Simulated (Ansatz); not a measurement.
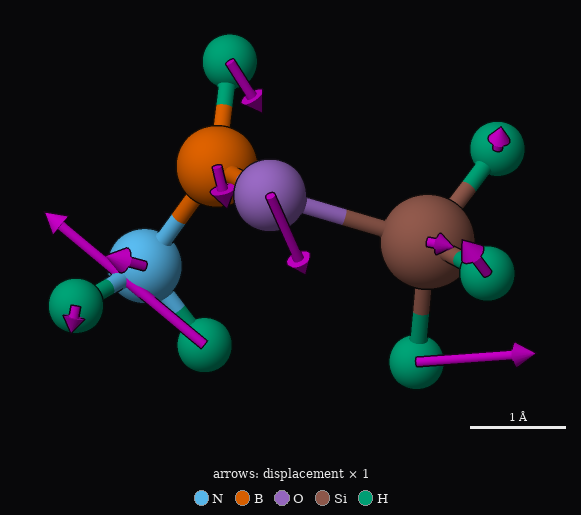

A relaxation of BSiNH$_{6}$O. The starting structure is drawn; purple arrows show the displacements, at their true length. The two geometries are superimposed by the best rigid fit.

A ball-and-stick model, seen at a tilt.

The run prepares an end point of a later path (inversion) calculation, from a guessed geometry.

Level of theory: Ansatz 0.2.0, RKS PBE0-D4/6-31G*.

The input:
```yaml
crystal:
  periodic: [false, false, false]
  atoms:
    - { symbol: "N", position_ang: [-1.4549, 0.9823, -0.4343] }
    - { symbol: B, position_ang: [-0.1203, 0.9667, 0.1759] }
    - { symbol: O, position_ang: [0.146, -0.0122, 1.2046] }
    - { symbol: Si, position_ang: [0.9078, -1.3665, 0.3944] }
    - { symbol: H, position_ang: [-1.63937, 0.06203, -0.93997] }
    - { symbol: H, position_ang: [-2.19602, 0.96195, 0.39991] }
    - { symbol: H, position_ang: [0.7327, 1.7611, -0.1352] }
    - { symbol: H, position_ang: [1.1995, -2.4024, 1.3753] }
    - { symbol: H, position_ang: [-0.1464, -1.9026, -0.5111] }
    - { symbol: H, position_ang: [2.0671, -0.9976, -0.2915] }
basis:
  gaussian: { orbitals: "6-31G*" }
hamiltonian:
  xc: pbe0
  dispersion: d4
relax:
  f_tol: 0.015
  max_steps: 40
output:
  orbitals: {}
```

Command:
```bash
ansatz run input.yaml --threads 1 --pin off --max-ram 2048MiB --backend cpu --events-out ev --progress --plain --runs-dir out
```

### Atoms of which element are displaced furthest, and by how much?

Hydrogen: up to 2.22 Å, against 1.13 Å for oxygen.

### Describe the change and its energy.

H5 moves most after the best rigid fit: 2.22 Å. By element the largest moves are H 2.22 Å, O 1.13 Å, B 0.52 Å, N 0.51 Å, Si 0.31 Å. Near-neighbour distances that change, for instance: N1–H6 1.116 → 1.009 Å, O3–Si4 1.752 → 1.656 Å, Si4–H10 1.397 → 1.491 Å, B2–O3 1.445 → 1.375 Å. Among the angles between lasting bonds that change: B2–O3–Si4 105.9° → 130.0°, B2–N1–H6 107.0° → 122.6°, B2–N1–H5 110.2° → 122.8°. Groups turn about B2–O3 by about 85°, O3–Si4 by about 55°. The energy falls by 1.872 eV in 22 accepted moves (24 points after the start). Largest force component: 2.8 eV/Å at the start, 0.012 eV/Å at the end. The line search rejected the trial steps at points 13, 15 of the run. The forces were under the threshold at step 16, but the run went on from there.
